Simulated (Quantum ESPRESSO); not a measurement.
# Wannier-interpolated electron–phonon scattering in Zr (P6_3/mmc), part 3 of 3

Wanted: λ, Tc and ρ(T) of Zr (P6_3/mmc) from Quantum ESPRESSO and EPW.

Quantum ESPRESSO 7.5; DFT LDA, scalar-relativistic, plane waves, PseudoDojo 0.4.1 norm-conserving pseudopotentials.

So far, coupling constant λ: step 8 (coupling and Tc: fine k 16×16×8, q 8×8×4, width 0.15 eV …) 0.982. Also resistivity at 300 K (μΩ cm): step 9 (resistivity: fine k 20×20×10, q 10×10×5, adaptive width …) 65.9.

### Step 10. Resistivity, input with a fault, fine q mesh 16×16×8, fine mesh 16×16×8

Another input is tried.

bad.in reads:

```
--
&inputepw
   prefix = 'x'
   outdir = './tmp'
   dvscf_dir = './save'
   elph = .true.
   etf_mem = 1
   nbndsub = 18
   bands_skipped = 'exclude_bands = 1-8'
   use_ws = .true.
   vme = 'wannier'
   asr_typ = 'crystal'
   nk1 = 9
   nk2 = 9
   nk3 = 6
   nq1 = 3
   nq2 = 3
   nq3 = 2
   amass(1) = 91.224
   epwwrite = .false.
   epwread = .true.
   wannierize = .false.
   nkf1 = 16
   nkf2 = 16
   nkf3 = 8
   nqf1 = 16
   nqf2 = 16
   nqf3 = 8
   mp_mesh_k = .true.
   scattering = .true.
   iterative_bte = .true.
   epmatkqread = .false.
   assume_metal = .true.
   int_mob = .false.
   carrier = .false.
   ngaussw = -99
   mob_maxiter = 200
   broyden_beta = 0.7
   fsthick = 0.05
   degaussw = 0.0
   nstemp = 6
   temps = 150 200 273 300 400 500
   restart = .false.
   selecqread = .false.
/
```

On the command line:

```bash
> OMP_NUM_THREADS=1 mpirun -n 8 epw.x -nk 8 -in bad.in > bad.out
```

Output:

```text
[the first part of the log is left out]
     =============================================================================================
     Start solving iterative Boltzmann Transport Equation
     =============================================================================================
     Iteration number:         1
     =============================================================================================
       Temp     Fermi        DOS        Population SR                 Conductivity
        [K]      [eV]    [states/Ry] [carriers per cell]               [Ohm.cm]^-1
     =============================================================================================
      150.000  14.9764   0.58887E+02   0.14211E-13    0.357999E+05   -0.341584E-11    0.000000E+00
                                       0.00000E+00   -0.340065E-11    0.357999E+05    0.000000E+00
                                       0.00000E+00    0.000000E+00    0.000000E+00    0.305491E+05
      200.000  14.9743   0.18369E+02  -0.66613E-14    0.228827E+05   -0.241865E-11    0.000000E+00
                                       0.00000E+00   -0.172962E-11    0.228827E+05    0.000000E+00
                                       0.00000E+00    0.000000E+00    0.000000E+00    0.261420E+05
      273.000  14.9710   0.17436E+01   0.00000E+00    0.137356E+05   -0.143068E-11    0.000000E+00
                                      -0.22204E-15   -0.149416E-11    0.137356E+05    0.000000E+00
                                       0.00000E+00    0.000000E+00    0.000000E+00    0.194188E+05
      300.000  14.9698   0.33183E+01  -0.37748E-14    0.116920E+05   -0.128447E-11    0.000000E+00
                                       0.00000E+00   -0.114585E-11    0.116920E+05    0.000000E+00
                                       0.00000E+00    0.000000E+00    0.000000E+00    0.173112E+05
      400.000  14.9646   0.84442E+01   0.33307E-15    0.706284E+04   -0.785328E-12    0.000000E+00
                                       0.86042E-15   -0.721308E-12    0.706284E+04    0.000000E+00
                                       0.00000E+00    0.000000E+00    0.000000E+00    0.114859E+05
      500.000  14.9589   0.42196E-01   0.77716E-15    0.481735E+04   -0.501036E-12    0.000000E+00
                                       0.00000E+00   -0.467128E-12    0.481735E+04    0.000000E+00
                                       0.00000E+00    0.000000E+00    0.000000E+00    0.796540E+04
                                                      0.357999E+05    Max error
     [...]
     Iteration number:        21
     =============================================================================================
       Temp     Fermi        DOS        Population SR                 Conductivity
        [K]      [eV]    [states/Ry] [carriers per cell]               [Ohm.cm]^-1
     =============================================================================================
      150.000  14.9764   0.58887E+02   0.17764E-13    0.359487E+05   -0.425135E-11    0.000000E+00
                                       0.00000E+00   -0.340933E-11    0.359487E+05    0.000000E+00
                                       0.00000E+00    0.000000E+00    0.000000E+00    0.306538E+05
      200.000  14.9743   0.18369E+02  -0.39968E-14    0.229756E+05   -0.241648E-11    0.000000E+00
                                       0.11102E-15   -0.214955E-11    0.229756E+05    0.000000E+00
                                       0.00000E+00    0.000000E+00    0.000000E+00    0.262152E+05
      273.000  14.9710   0.17436E+01  -0.66613E-15    0.137905E+05   -0.142634E-11    0.000000E+00
                                      -0.11102E-15   -0.121529E-11    0.137905E+05    0.000000E+00
                                       0.00000E+00    0.000000E+00    0.000000E+00    0.194649E+05
      300.000  14.9698   0.33183E+01  -0.26645E-14    0.117386E+05   -0.128691E-11    0.000000E+00
                                       0.00000E+00   -0.107206E-11    0.117386E+05    0.000000E+00
                                       0.00000E+00    0.000000E+00    0.000000E+00    0.173507E+05
      400.000  14.9646   0.84442E+01   0.23315E-14    0.709179E+04   -0.786142E-12    0.000000E+00
                                      -0.55511E-16   -0.716696E-12    0.709179E+04    0.000000E+00
                                       0.00000E+00    0.000000E+00    0.000000E+00    0.115099E+05
      500.000  14.9589   0.42196E-01  -0.24425E-14    0.484014E+04   -0.537387E-12    0.000000E+00
                                       0.11102E-15   -0.465771E-12    0.484014E+04    0.000000E+00
                                       0.00000E+00    0.000000E+00    0.000000E+00    0.798145E+04
                                                      0.499975E-06    Max error
```

The job ended after 3.7 min (8 MPI ranks of Arm Neoverse V2, shared host).

Numbers from this step:

```
iterations           : 21
resistivity at 300 K : 76.00 μΩ cm
```

Resistivity, by row:

```csv
T (K),rho_xx (μΩ cm),rho_yy,rho_zz,"relaxation-time approximation, mean of the axes (μΩ cm)"
150,27.82,27.82,32.62,29.15
200,43.52,43.52,38.15,41.54
273,72.51,72.51,51.37,65.31
300,85.19,85.19,57.63,75.84
400,141,141,86.88,122.7
500,206.6,206.6,125.3,178.9
```

This input has a window narrower than the thermal spread, and its ρ(300 K) = 76.0 μΩ cm is no result.

### Step 11. Coupling and Tc: fine k 26×26×14, q 13×13×7, width 0.1 eV, window 0.41 eV

The sum is repeated with other meshes, delta width and window to test it.

a2f-2.in reads:

```
--
&inputepw
   prefix = 'x'
   outdir = './tmp'
   dvscf_dir = './save'
   elph = .true.
   etf_mem = 1
   nbndsub = 18
   bands_skipped = 'exclude_bands = 1-8'
   use_ws = .true.
   vme = 'wannier'
   asr_typ = 'crystal'
   nk1 = 9
   nk2 = 9
   nk3 = 6
   nq1 = 3
   nq2 = 3
   nq3 = 2
   amass(1) = 91.224
   epwwrite = .false.
   epwread = .true.
   wannierize = .false.
   nkf1 = 26
   nkf2 = 26
   nkf3 = 14
   nqf1 = 13
   nqf2 = 13
   nqf3 = 7
   mp_mesh_k = .true.
   ephwrite = .true.
   eliashberg = .true.
   liso = .true.
   limag = .true.
   tc_linear = .true.
   tc_linear_solver = 'lapack'
   fsthick = 0.41
   degaussw = 0.1
   degaussq = 0.5
   nqstep = 500
   muc = 0.13
   wscut = 0.3
   nsiter = 500
   nstemp = 7
   temps = 0.5 1.0 2.0 4.0 8.0 16.0 32.0
/
```

On the command line:

```bash
> OMP_NUM_THREADS=1 mpirun -n 8 epw.x -nk 8 -in a2f-2.in > a2f-2.out
```

Output:

```text
[the first part of the log is left out]
            Electron smearing (eV) =    0.100000000000000D+00
                 Fermi window (eV) =    0.410000000000000D+00
     Finish writing .ephmat files
     ===================================================================
     Memory usage:  VmHWM =       127Mb
                   VmPeak =       603Mb
     ===================================================================
     Finish writing dos file x.dos
     Finish writing phdos files x.phdos and x.phdos_proj
     ===================================================================
     Solve isotropic Eliashberg equations
     ===================================================================
     Finish reading freq file
                  Fermi level (eV) =     1.4968552731E+01
     DOS(states/spin/eV/Unit Cell) =     1.0943613707E+00
            Electron smearing (eV) =     1.0000000000E-01
                 Fermi window (eV) =     4.1000000000E-01
     Nr irreducible k-points within the Fermi shell =       377 out of       560
           3 bands within the Fermi window
     Finish reading egnv file
     Max nr of q-points =       832
     Finish reading ikmap files
     Start reading .ephmat files
     Finish reading .ephmat files
     a2f file is not found to estimate initial gap: calculating a2f files
     Finish reading a2f file
     Electron-phonon coupling strength =    0.8914970
     Estimated Tc using McMillan expression =   6.7456 K for muc =   0.1300
     Estimated Tc using Allen-Dynes modified McMillan expression =   7.0747 K
     Estimated Tc using SISSO machine learning model =   7.0241 K
     Estimated w_log =  12.0885 meV
     Estimated BCS superconducting gap using McMillan Tc =   1.0231 meV
     WARNING WARNING WARNING
     The code may crash since tempsmax =   32.000 K is larger than McMillan Tc =     6.746 K
     Start: Solving (isotropic) linearized Eliashberg equation with solver = lapack
     For the first Temp.    0.50  K
       Total number of frequency points nsiw(     1) =   1108
       Cutoff frequency wscut =     0.3001
     Superconducting transition temp. Tc is the one which has Max. eigenvalue close to 1
      -----------------------------------------------------------------
             Temp.       Max.         nsiw     wscut    Nr. of iters
             (K)       eigenvalue    (itemp)   (eV)      to Converge
      -----------------------------------------------------------------
             0.50      3.0498901     1108      0.3001        1
             1.00      2.5359194      554      0.3002        1
             2.00      2.0269712      277      0.3005        1
             4.00      1.5258095      139      0.3021        1
             8.00      1.0374186       69      0.3010        1
            16.00      0.5802901       35      0.3075        1
            32.00      0.2202034       17      0.3032        1
      -----------------------------------------------------------------
     Finish: Solving (isotropic) linearized Eliashberg equation
```

The job ended after 7 min (8 MPI ranks; 56 min of CPU time).

Numbers from this step:

```yaml
coupling_constant_lambda: 0.8915
log_mean_phonon_energy_omega_log: 12.09 meV
density_of_states_at_the_fermi_level: 1.094 states/eV a spin and cell
```

The a2F has structure finer than the step of the table below, so its rows give means over 2 meV, whole bins alone (the curve runs from 0.057 to 28.5 meV). Peaks (meV: height): 10.2: 0.578, 21.9: 0.708.

Table of a2F by phonon energy; means over each step:

```csv
phonon energy (meV),a2F
2,0.0103
4,0.0286
6,0.0799
8,0.222
10,0.476
12,0.335
14,0.225
16,0.201
18,0.260
20,0.333
22,0.568
24,0.260
26,0.00930
```

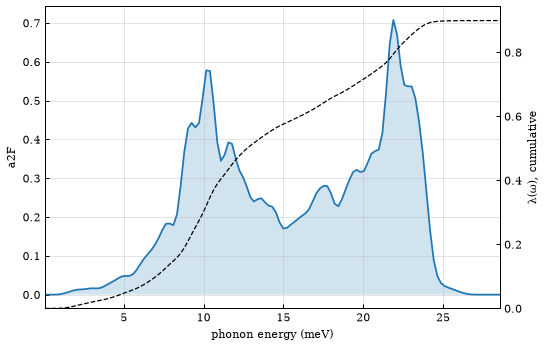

A2F against phonon energy. The dashed line is the running λ.

Tc lies where the eigenvalue is 1; mu* = 0.13. Eigenvalue against temperature:

```csv
T (K),largest eigenvalue of the linearised gap equation
0.5,3.05
1,2.536
2,2.027
4,1.526
8,1.037
16,0.5803
32,0.2202
```

λ = 0.891 and ħω_log = 12.1 meV, against 0.982 and 11.9 with fine k 16×16×8, q 8×8×4, width 0.15 eV (-9 % in λ). The eigenvalue passes 1 near 8.5 K.

### Step 12. Coupling and Tc: fine k 26×26×14, q 13×13×7, width 0.05 eV, window 0.3 eV

The sum is repeated with other delta width and window to test it.

a2f-3.in, as its differences from a2f-2.in of step 11:

```diff
@@ -35,4 +35,4 @@
    tc_linear_solver = 'lapack'
-   fsthick = 0.41
-   degaussw = 0.1
+   fsthick = 0.3
+   degaussw = 0.05
    degaussq = 0.5
```

On the command line:

```bash
> OMP_NUM_THREADS=1 mpirun -n 8 epw.x -nk 8 -in a2f-3.in > a2f-3.out
```

Output:

```text
[the first part of the log is left out]
            Electron smearing (eV) =    0.500000000000000D-01
                 Fermi window (eV) =    0.300000000000000D+00
     Finish writing .ephmat files
     ===================================================================
     Memory usage:  VmHWM =       127Mb
                   VmPeak =       603Mb
     ===================================================================
     Finish writing dos file x.dos
     Finish writing phdos files x.phdos and x.phdos_proj
     ===================================================================
     Solve isotropic Eliashberg equations
     ===================================================================
     Finish reading freq file
                  Fermi level (eV) =     1.4968046479E+01
     DOS(states/spin/eV/Unit Cell) =     1.2222387915E+00
            Electron smearing (eV) =     5.0000000000E-02
                 Fermi window (eV) =     3.0000000000E-01
     Nr irreducible k-points within the Fermi shell =       310 out of       560
           2 bands within the Fermi window
     Finish reading egnv file
     Max nr of q-points =       716
     Finish reading ikmap files
     Start reading .ephmat files
     Finish reading .ephmat files
     a2f file is not found to estimate initial gap: calculating a2f files
     Finish reading a2f file
     Electron-phonon coupling strength =    0.8474853
     Estimated Tc using McMillan expression =   6.1295 K for muc =   0.1300
     Estimated Tc using Allen-Dynes modified McMillan expression =   6.4050 K
     Estimated Tc using SISSO machine learning model =   6.3136 K
     Estimated w_log =  12.2285 meV
     Estimated BCS superconducting gap using McMillan Tc =   0.9296 meV
     WARNING WARNING WARNING
     The code may crash since tempsmax =   32.000 K is larger than McMillan Tc =     6.130 K
     Start: Solving (isotropic) linearized Eliashberg equation with solver = lapack
     For the first Temp.    0.50  K
       Total number of frequency points nsiw(     1) =   1108
       Cutoff frequency wscut =     0.3001
     Superconducting transition temp. Tc is the one which has Max. eigenvalue close to 1
      -----------------------------------------------------------------
             Temp.       Max.         nsiw     wscut    Nr. of iters
             (K)       eigenvalue    (itemp)   (eV)      to Converge
      -----------------------------------------------------------------
             0.50      2.8741492     1108      0.3001        1
             1.00      2.3899810      554      0.3002        1
             2.00      1.9105823      277      0.3005        1
             4.00      1.4386140      139      0.3021        1
             8.00      0.9787752       69      0.3010        1
            16.00      0.5482861       35      0.3075        1
            32.00      0.2086068       17      0.3032        1
      -----------------------------------------------------------------
     Finish: Solving (isotropic) linearized Eliashberg equation
```

Wall time 5.9 min (8 MPI ranks).

Numbers from this step:

| Item | Value |
| --- | --- |
| coupling constant λ | 0.8475 |
| log mean phonon energy ħω_log | 12.23 meV |
| density of states at the Fermi level | 1.222 states/eV a spin and cell |

The a2F has structure finer than the step of the table below, so its rows give means over 2 meV, whole bins alone (the curve runs from 0.057 to 28.5 meV). Peaks (meV: height): 10.4: 0.540, 21.9: 0.719.

A2F against phonon energy; means over each step:

```csv
phonon energy (meV),a2F
2,0.00961
4,0.0250
6,0.0670
8,0.214
10,0.451
12,0.311
14,0.215
16,0.189
18,0.266
20,0.341
22,0.561
24,0.225
26,0.00983
```

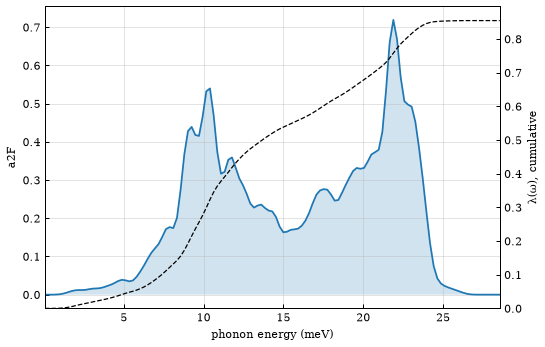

A2F against phonon energy. The dashed line is the running λ.

λ = 0.847 and ħω_log = 12.2 meV, against 0.891 and 12.1 with fine k 26×26×14, q 13×13×7, width 0.1 eV (-5 % in λ). The eigenvalue passes 1 near 7.7 K.

### Step 13. What came out

```json
{
  "Wannier functions, band error": "18 functions; 2 meV r.m.s.",
  "coupling constant λ, fine k 26×26×14, q 13×13×7, width 0.1 eV, window 0.41 eV": "0.891",
  "ħω_log": "12.1 meV",
  "Tc at μ* = 0.13, Allen–Dynes": "7.1 K",
  "resistivity at 300 K, 20×20×10": "65.9 μΩ cm, unsound"
}
```

Step 11: The most distinct maxima of the a2F lie at 10.2 and 21.9 meV, the highest at 21.9 meV. Step 12: Twice the integral of α²F/ω over this curve gives λ = 0.85, half of it from below 12.0 meV. Step 12: Distinct peaks of the a2F stand at 10.4 and 21.9 meV; the one at 21.9 meV is strongest. On the finest meshes run, Zr (P6_3/mmc) has λ = 0.89 and an unconverged phonon-limited resistivity of 65.9 μΩ cm at 300 K. The resistivity rests on one fine mesh, a coarse one, and its convergence is untested: it is no result for this metal. On the finest mesh the adaptive width still reaches 0.31 eV against a window of 0.32 eV; the window, which cuts off final states, was not widened. N(E_F) runs from 1.0 to 1.2 states/eV a spin over these sums; λ is quoted for fine k 26×26×14, q 13×13×7, width 0.1 eV, and it is not converged. The Eliashberg Tc is interpolated in log T between temperatures a factor of two apart, and its μ* acts up to a cut-off of 0.3 eV, so it weighs less than the same number in Allen and Dynes's formula. The relaxed volume lies -6.4 % from the database entry, which shifts the phonons and with them λ and ρ. Over the sums on sound settings, λ spans 0.847 to 0.982, and the Allen–Dynes Tc 6.4 to 8.5 K. Between 150 and 500 K the resistivity rises by a factor of 3.42, against 3.33 for a straight line through the origin. At 300 K the components are 61.3, 61.3 and 75.1 μΩ cm (xx, yy, zz); the mean is quoted. Measured: resistivity: 43.3 μΩ cm at 300 K (at 300 K; handbook value for the pure polycrystalline metal; quoted in “CRC Handbook of Chemistry and Physics, 84th edition, Electrical Resistivity of Pure Metals”, 2003, CRC Press, section 12, read from Wikipedia's data page); the unsound value above is not graded against it. Measured: resistivity: 76.5 μΩ cm at 500 K (at 500 K; handbook value for the pure polycrystalline metal; quoted in “CRC Handbook of Chemistry and Physics, 84th edition, Electrical Resistivity of Pure Metals”, 2003, CRC Press, section 12, read from Wikipedia's data page); the unsound value above is not graded against it. Measured: transition temperature: 0.55 K (bulk, normal pressure; compiled value; quoted in “List of superconductors”, 2026, Wikipedia's table of superconducting elements, as read in December); Allen and Dynes's formula gives 7.1 K at μ* = 0.13, a miss by a large factor whose cause these runs do not show; μ* is typed and spin fluctuations are left out. The q mesh of ph.x (3×3×2), the k mesh and smearing of the ground state (9×9×6) and EPW's coarse k mesh (9×9×6) were not varied. Only scattering by harmonic phonons counts; impurities, grain boundaries and thermal expansion are left out, and μ* is typed.

[The logs of pw.x and epw.x are selected lines.]

[Logs are printed without paths, hosts, clocks, repeated set-up lines and the standing remarks that a program may print on its own settings, such as how far it seeks lower states.]

[Hosts, paths, dates, database ids (printed as entryN), source tags and the programs' standing remarks are cut or masked in the printed files.]
